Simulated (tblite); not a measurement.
**Geometry relaxation of C₅H₁₃PSi (part 3 of 3)**

The same run, continued: C₅H₁₃PSi; GFN2-xTB geometry optimisation, gas phase (tblite 0.8.0). 

Geometry of the input (Å):
```
C  -2.5304  0.6335  0.8182
P  -1.3501  0.1325  -0.4889
C  -0.4972  -1.2888  0.3968
C  0.7427  -1.7591  -0.3599
Si 2.1079  -0.4680  -0.4766
C  1.2345  1.1215  -1.0291
C  -0.0391  1.4356  -0.2454
H  -3.3104  -0.1191  0.9424
H  -2.0459  0.7758  1.7889
H  -3.0289  1.5751  0.5452
H  -1.2256  -2.1135  0.4616
H  -0.2556  -0.9934  1.4202
H  1.1483  -2.6414  0.1738
H  0.4797  -2.0903  -1.3675
H  2.7178  -0.2500  0.8559
H  3.1530  -0.8720  -1.4437
H  1.9439  1.9579  -0.9074
H  1.0121  1.0373  -2.0968
H  0.1828  1.5477  0.8321
H  -0.4449  2.3894  -0.5821
```

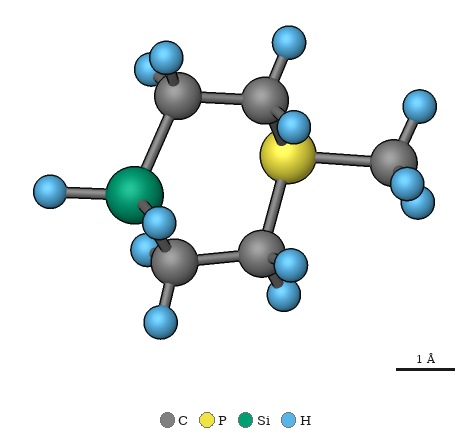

**Figure 1.** The geometry at step 27 of the log (ball-and-stick view, seen at a tilt).

### Trajectory as extended XYZ, continued
```
20
Properties=species:S:1:pos:R:3:forces:R:3 step=22 energy=-586.98781
C    -2.4971    0.6260    0.8056   -0.0070   0.0050   0.0060
P    -1.3133    0.1135   -0.5229   -0.0100   0.0050   0.0090
C    -0.4963   -1.2819    0.3995   -0.0030   0.0140  -0.0060
C     0.7368   -1.7905   -0.3404   -0.0060  -0.0070   0.0010
Si    2.0861   -0.4561   -0.4614    0.0020  -0.0010  -0.0040
C     1.2413    1.1503   -1.0285   -0.0010   0.0030  -0.0030
C    -0.0297    1.4300   -0.2328   -0.0010  -0.0110   0.0030
H    -3.2665   -0.1375    0.9110    0.0110   0.0050   0.0000
H    -1.9855    0.7619    1.7584   -0.0230  -0.0010  -0.0050
H    -2.9771    1.5594    0.5152    0.0070  -0.0080  -0.0020
H    -1.2433   -2.0792    0.4884    0.0140   0.0110   0.0110
H    -0.2343   -0.9506    1.4098    0.0010  -0.0010  -0.0030
H     1.1217   -2.6795    0.1640   -0.0020  -0.0010  -0.0070
H     0.4374   -2.1037   -1.3428    0.0060  -0.0130   0.0000
H     2.6800   -0.2468    0.8689   -0.0050   0.0010   0.0010
H     3.1144   -0.8582   -1.4243    0.0080  -0.0010   0.0000
H     1.9246    1.9969   -0.9326   -0.0030   0.0010  -0.0020
H     0.9815    1.0763   -2.0865    0.0070   0.0090  -0.0060
H     0.1897    1.5002    0.8379    0.0000  -0.0020  -0.0060
H    -0.4758    2.3800   -0.5489    0.0060  -0.0080   0.0130
20
Properties=species:S:1:pos:R:3:forces:R:3 step=23 energy=-586.98788
C    -2.4973    0.6261    0.8051   -0.0070   0.0050   0.0100
P    -1.3131    0.1137   -0.5226   -0.0130  -0.0040  -0.0070
C    -0.4958   -1.2816    0.3994   -0.0090   0.0160  -0.0030
C     0.7369   -1.7905   -0.3408   -0.0090  -0.0080   0.0020
Si    2.0860   -0.4564   -0.4617    0.0040   0.0040  -0.0040
C     1.2414    1.1501   -1.0287   -0.0010   0.0060  -0.0030
C    -0.0293    1.4296   -0.2327   -0.0030  -0.0080   0.0040
H    -3.2666   -0.1373    0.9112    0.0070   0.0010  -0.0040
H    -1.9860    0.7617    1.7577   -0.0160   0.0020   0.0060
H    -2.9774    1.5595    0.5152    0.0060  -0.0050  -0.0060
H    -1.2426   -2.0788    0.4892    0.0120   0.0090   0.0100
H    -0.2339   -0.9497    1.4095    0.0050  -0.0010   0.0000
H     1.1218   -2.6792    0.1638    0.0000  -0.0060  -0.0020
H     0.4370   -2.1046   -1.3425    0.0060  -0.0110  -0.0050
H     2.6787   -0.2465    0.8692   -0.0040   0.0010  -0.0010
H     3.1145   -0.8582   -1.4243    0.0100  -0.0020  -0.0010
H     1.9247    1.9967   -0.9325   -0.0020   0.0020  -0.0010
H     0.9814    1.0773   -2.0868    0.0070   0.0050  -0.0060
H     0.1897    1.4992    0.8379    0.0050  -0.0010   0.0010
H    -0.4753    2.3797   -0.5480    0.0040  -0.0030   0.0100
20
Properties=species:S:1:pos:R:3:forces:R:3 step=24 energy=-586.98794
C    -2.4976    0.6262    0.8048   -0.0050   0.0030   0.0100
P    -1.3131    0.1139   -0.5224   -0.0130  -0.0090  -0.0170
C    -0.4954   -1.2810    0.3993   -0.0090   0.0120   0.0000
C     0.7368   -1.7906   -0.3411   -0.0080  -0.0060   0.0020
Si    2.0859   -0.4566   -0.4621    0.0040   0.0060  -0.0050
C     1.2414    1.1500   -1.0290   -0.0010   0.0050  -0.0030
C    -0.0291    1.4290   -0.2326   -0.0030  -0.0030   0.0030
H    -3.2665   -0.1371    0.9114    0.0000  -0.0050  -0.0070
H    -1.9868    0.7616    1.7573   -0.0080   0.0060   0.0180
H    -2.9775    1.5594    0.5152    0.0020   0.0010  -0.0090
H    -1.2418   -2.0783    0.4901    0.0050   0.0040   0.0090
H    -0.2334   -0.9489    1.4092    0.0080   0.0000   0.0010
H     1.1219   -2.6791    0.1635    0.0010  -0.0090   0.0030
H     0.4368   -2.1056   -1.3424    0.0040  -0.0080  -0.0070
H     2.6773   -0.2462    0.8694   -0.0040   0.0000  -0.0030
H     3.1148   -0.8582   -1.4244    0.0100  -0.0020   0.0000
H     1.9247    1.9965   -0.9324    0.0000   0.0030   0.0010
H     0.9813    1.0783   -2.0871    0.0070   0.0020  -0.0060
H     0.1897    1.4983    0.8379    0.0080  -0.0020   0.0070
H    -0.4748    2.3793   -0.5470    0.0010   0.0020   0.0060
20
Properties=species:S:1:pos:R:3:forces:R:3 step=25 energy=-586.98801
C    -2.4979    0.6263    0.8046   -0.0010   0.0000   0.0070
P    -1.3135    0.1139   -0.5226   -0.0100  -0.0080  -0.0190
C    -0.4951   -1.2803    0.3992   -0.0040   0.0020   0.0020
C     0.7366   -1.7908   -0.3414   -0.0020  -0.0010  -0.0010
Si    2.0859   -0.4567   -0.4627    0.0020   0.0040  -0.0060
C     1.2414    1.1500   -1.0294   -0.0010   0.0030  -0.0020
C    -0.0289    1.4283   -0.2324   -0.0030   0.0020   0.0010
H    -3.2665   -0.1370    0.9114   -0.0070  -0.0090  -0.0090
H    -1.9877    0.7615    1.7571   -0.0010   0.0080   0.0250
H    -2.9775    1.5594    0.5149   -0.0030   0.0070  -0.0110
H    -1.2408   -2.0776    0.4914   -0.0030  -0.0010   0.0070
H    -0.2326   -0.9480    1.4089    0.0100   0.0030   0.0010
H     1.1221   -2.6792    0.1632   -0.0010  -0.0080   0.0060
H     0.4365   -2.1069   -1.3424    0.0030  -0.0040  -0.0070
H     2.6757   -0.2459    0.8697   -0.0030  -0.0010  -0.0050
H     3.1152   -0.8583   -1.4244    0.0100  -0.0020   0.0010
H     1.9247    1.9964   -0.9323    0.0000   0.0040   0.0020
H     0.9814    1.0794   -2.0876    0.0050   0.0000  -0.0040
H     0.1900    1.4971    0.8380    0.0110  -0.0050   0.0090
H    -0.4742    2.3790   -0.5457   -0.0020   0.0070   0.0030
20
Properties=species:S:1:pos:R:3:forces:R:3 step=26 energy=-586.98807
C    -2.4982    0.6264    0.8044    0.0030  -0.0030   0.0030
P    -1.3140    0.1138   -0.5230   -0.0040  -0.0030  -0.0100
C    -0.4949   -1.2794    0.3991    0.0030  -0.0080   0.0030
C     0.7364   -1.7912   -0.3417    0.0040   0.0020  -0.0040
Si    2.0858   -0.4568   -0.4633   -0.0020   0.0000  -0.0070
C     1.2414    1.1501   -1.0298   -0.0010   0.0010  -0.0010
C    -0.0288    1.4276   -0.2321   -0.0030   0.0060  -0.0020
H    -3.2665   -0.1370    0.9112   -0.0110  -0.0100  -0.0100
H    -1.9886    0.7616    1.7572    0.0020   0.0090   0.0240
H    -2.9776    1.5595    0.5144   -0.0050   0.0080  -0.0100
H    -1.2399   -2.0769    0.4929   -0.0110  -0.0060   0.0060
H    -0.2316   -0.9469    1.4086    0.0110   0.0070  -0.0010
H     1.1222   -2.6794    0.1631   -0.0030  -0.0040   0.0080
H     0.4363   -2.1084   -1.3425    0.0010   0.0010  -0.0040
H     2.6738   -0.2455    0.8698   -0.0010  -0.0020  -0.0070
H     3.1159   -0.8583   -1.4245    0.0080  -0.0010   0.0030
H     1.9247    1.9964   -0.9321    0.0000   0.0050   0.0040
H     0.9816    1.0807   -2.0882    0.0040  -0.0020  -0.0020
H     0.1905    1.4958    0.8383    0.0100  -0.0080   0.0070
H    -0.4736    2.3787   -0.5442   -0.0050   0.0090   0.0010
20
Properties=species:S:1:pos:R:3:forces:R:3 step=27 energy=-586.98813
C    -2.4985    0.6265    0.8045    0.0040  -0.0040   0.0010
P    -1.3144    0.1136   -0.5236    0.0030   0.0020   0.0050
C    -0.4947   -1.2788    0.3991    0.0060  -0.0150   0.0030
C     0.7363   -1.7915   -0.3420    0.0070   0.0020  -0.0040
Si    2.0857   -0.4568   -0.4641   -0.0040  -0.0030  -0.0060
C     1.2414    1.1502   -1.0302   -0.0020   0.0000   0.0000
C    -0.0287    1.4270   -0.2319   -0.0020   0.0080  -0.0030
H    -3.2667   -0.1372    0.9108   -0.0100  -0.0050  -0.0090
H    -1.9894    0.7618    1.7578    0.0010   0.0080   0.0140
H    -2.9777    1.5597    0.5137   -0.0040   0.0030  -0.0070
H    -1.2393   -2.0764    0.4943   -0.0140  -0.0070   0.0050
H    -0.2304   -0.9458    1.4083    0.0100   0.0080  -0.0050
H     1.1222   -2.6796    0.1631   -0.0050   0.0010   0.0080
H     0.4361   -2.1096   -1.3426    0.0000   0.0050  -0.0010
H     2.6722   -0.2452    0.8698    0.0000  -0.0020  -0.0080
H     3.1166   -0.8584   -1.4245    0.0070  -0.0010   0.0040
H     1.9247    1.9965   -0.9319    0.0000   0.0040   0.0050
H     0.9818    1.0817   -2.0887    0.0020  -0.0030  -0.0010
H     0.1911    1.4944    0.8387    0.0080  -0.0100   0.0000
H    -0.4733    2.3787   -0.5429   -0.0060   0.0090   0.0000
20
Properties=species:S:1:pos:R:3:forces:R:3 step=28 energy=-586.98818
C    -2.4988    0.6266    0.8046    0.0020  -0.0030   0.0000
P    -1.3148    0.1135   -0.5240    0.0080   0.0050   0.0180
C    -0.4944   -1.2786    0.3991    0.0060  -0.0150   0.0010
C     0.7363   -1.7917   -0.3424    0.0050   0.0000  -0.0030
Si    2.0856   -0.4569   -0.4648   -0.0050  -0.0050  -0.0050
C     1.2413    1.1504   -1.0306   -0.0010   0.0010   0.0000
C    -0.0287    1.4267   -0.2318    0.0000   0.0080  -0.0030
H    -3.2671   -0.1375    0.9102   -0.0050   0.0020  -0.0080
H    -1.9901    0.7621    1.7585   -0.0040   0.0050   0.0010
H    -2.9779    1.5598    0.5131   -0.0020  -0.0050  -0.0020
H    -1.2390   -2.0761    0.4956   -0.0120  -0.0060   0.0040
H    -0.2293   -0.9447    1.4079    0.0080   0.0070  -0.0080
H     1.1221   -2.6798    0.1633   -0.0050   0.0050   0.0060
H     0.4359   -2.1106   -1.3427    0.0000   0.0060   0.0010
H     2.6709   -0.2451    0.8696    0.0020  -0.0020  -0.0080
H     3.1174   -0.8585   -1.4244    0.0050   0.0000   0.0040
H     1.9247    1.9966   -0.9317   -0.0010   0.0030   0.0050
H     0.9820    1.0826   -2.0892    0.0010  -0.0040   0.0010
H     0.1918    1.4930    0.8389    0.0050  -0.0100  -0.0060
H    -0.4730    2.3788   -0.5418   -0.0050   0.0070   0.0010
20
Properties=species:S:1:pos:R:3:forces:R:3 step=29 energy=-586.98823
C    -2.4990    0.6266    0.8048   -0.0010  -0.0010   0.0000
P    -1.3150    0.1135   -0.5240    0.0110   0.0050   0.0250
C    -0.4941   -1.2786    0.3992    0.0020  -0.0100   0.0000
C     0.7363   -1.7920   -0.3427    0.0010  -0.0030   0.0000
Si    2.0855   -0.4571   -0.4656   -0.0040  -0.0030  -0.0030
C     1.2413    1.1505   -1.0309   -0.0010   0.0020   0.0010
C    -0.0287    1.4266   -0.2317    0.0010   0.0050  -0.0010
H    -3.2676   -0.1377    0.9096    0.0010   0.0080  -0.0050
H    -1.9910    0.7626    1.7594   -0.0090   0.0020  -0.0100
H    -2.9781    1.5599    0.5124    0.0010  -0.0110   0.0020
H    -1.2390   -2.0759    0.4969   -0.0070  -0.0030   0.0030
H    -0.2280   -0.9436    1.4074    0.0060   0.0040  -0.0090
H     1.1219   -2.6799    0.1636   -0.0030   0.0060   0.0030
H     0.4358   -2.1114   -1.3429    0.0000   0.0060   0.0010
H     2.6696   -0.2450    0.8692    0.0030  -0.0020  -0.0080
H     3.1183   -0.8586   -1.4242    0.0030   0.0010   0.0040
H     1.9246    1.9968   -0.9313   -0.0020   0.0000   0.0040
H     0.9823    1.0833   -2.0896   -0.0010  -0.0030   0.0020
H     0.1925    1.4916    0.8391    0.0020  -0.0070  -0.0100
H    -0.4729    2.3791   -0.5408   -0.0040   0.0040   0.0020
20
Properties=species:S:1:pos:R:3:forces:R:3 step=30 energy=-586.98828
C    -2.4993    0.6266    0.8050   -0.0030   0.0010   0.0000
P    -1.3150    0.1135   -0.5236    0.0100   0.0020   0.0200
C    -0.4937   -1.2789    0.3992   -0.0030  -0.0020   0.0000
C     0.7364   -1.7923   -0.3431   -0.0040  -0.0050   0.0030
Si    2.0853   -0.4573   -0.4665   -0.0020  -0.0010  -0.0010
C     1.2412    1.1507   -1.0312    0.0000   0.0020   0.0000
C    -0.0286    1.4266   -0.2317    0.0030   0.0020   0.0000
H    -3.2681   -0.1378    0.9088    0.0040   0.0100  -0.0020
H    -1.9920    0.7632    1.7601   -0.0110  -0.0010  -0.0150
H    -2.9783    1.5598    0.5117    0.0030  -0.0130   0.0040
H    -1.2391   -2.0759    0.4982    0.0000   0.0010   0.0020
H    -0.2266   -0.9424    1.4067    0.0040   0.0000  -0.0070
H     1.1216   -2.6799    0.1639    0.0000   0.0050   0.0010
H     0.4357   -2.1120   -1.3430   -0.0010   0.0050   0.0000
H     2.6686   -0.2449    0.8686    0.0040  -0.0020  -0.0060
H     3.1192   -0.8587   -1.4239    0.0010   0.0010   0.0040
H     1.9245    1.9970   -0.9309   -0.0020  -0.0020   0.0020
H     0.9826    1.0839   -2.0900   -0.0020  -0.0010   0.0020
H     0.1933    1.4901    0.8390    0.0010  -0.0030  -0.0090
H    -0.4729    2.3795   -0.5398   -0.0020   0.0010   0.0030
20
Properties=species:S:1:pos:R:3:forces:R:3 step=31 energy=-586.98831
C    -2.4995    0.6266    0.8051   -0.0030   0.0010  -0.0020
P    -1.3149    0.1136   -0.5230    0.0060  -0.0020   0.0070
C    -0.4935   -1.2791    0.3993   -0.0040   0.0040   0.0000
C     0.7364   -1.7926   -0.3433   -0.0060  -0.0040   0.0030
Si    2.0851   -0.4574   -0.4671   -0.0010   0.0010   0.0000
C     1.2412    1.1508   -1.0314    0.0010   0.0010   0.0000
C    -0.0285    1.4267   -0.2317    0.0030   0.0000   0.0010
H    -3.2684   -0.1376    0.9083    0.0030   0.0070  -0.0010
H    -1.9929    0.7635    1.7604   -0.0090  -0.0010  -0.0110
H    -2.9785    1.5595    0.5114    0.0010  -0.0080   0.0030
H    -1.2392   -2.0758    0.4991    0.0040   0.0030   0.0010
H    -0.2256   -0.9417    1.4061    0.0040  -0.0030  -0.0020
H     1.1215   -2.6798    0.1642    0.0030   0.0020   0.0000
H     0.4357   -2.1124   -1.3431   -0.0020   0.0030  -0.0010
H     2.6680   -0.2450    0.8681    0.0050  -0.0020  -0.0050
H     3.1198   -0.8588   -1.4236   -0.0010   0.0010   0.0030
H     1.9244    1.9971   -0.9305   -0.0010  -0.0020   0.0010
H     0.9828    1.0842   -2.0903   -0.0030   0.0000   0.0010
H     0.1939    1.4890    0.8389    0.0010   0.0010  -0.0040
H    -0.4730    2.3798   -0.5390   -0.0010  -0.0010   0.0040
20
Properties=species:S:1:pos:R:3:forces:R:3 step=32 energy=-586.98832
C    -2.4996    0.6266    0.8050   -0.0010   0.0000  -0.0030
P    -1.3147    0.1136   -0.5226    0.0020  -0.0020  -0.0020
C    -0.4934   -1.2791    0.3993   -0.0030   0.0040   0.0010
C     0.7363   -1.7927   -0.3434   -0.0050  -0.0010   0.0020
Si    2.0849   -0.4575   -0.4673   -0.0010   0.0010   0.0010
C     1.2412    1.1509   -1.0315    0.0010   0.0000   0.0000
C    -0.0284    1.4267   -0.2317    0.0020  -0.0010   0.0010
H    -3.2684   -0.1375    0.9081    0.0000   0.0020   0.0000
H    -1.9934    0.7636    1.7602   -0.0050  -0.0010  -0.0040
H    -2.9785    1.5593    0.5113   -0.0010  -0.0020   0.0000
H    -1.2391   -2.0757    0.4995    0.0030   0.0020   0.0010
H    -0.2252   -0.9414    1.4058    0.0040  -0.0030   0.0020
H     1.1215   -2.6797    0.1643    0.0030   0.0000  -0.0010
H     0.4356   -2.1125   -1.3432   -0.0030   0.0020  -0.0010
H     2.6678   -0.2450    0.8678    0.0050  -0.0020  -0.0030
H     3.1201   -0.8588   -1.4235   -0.0010   0.0010   0.0020
H     1.9244    1.9971   -0.9304    0.0000  -0.0020   0.0000
H     0.9828    1.0844   -2.0903   -0.0030   0.0000   0.0010
H     0.1941    1.4886    0.8387    0.0030   0.0030   0.0000
H    -0.4730    2.3799   -0.5387   -0.0010  -0.0020   0.0030
```

### Summary

| quantity | value |
| --- | --- |
| outcome | converged |
| total energy | −586.9883 eV |
| hardware | 1 CPU thread, shared host |
| peak memory | 0.18 GiB |
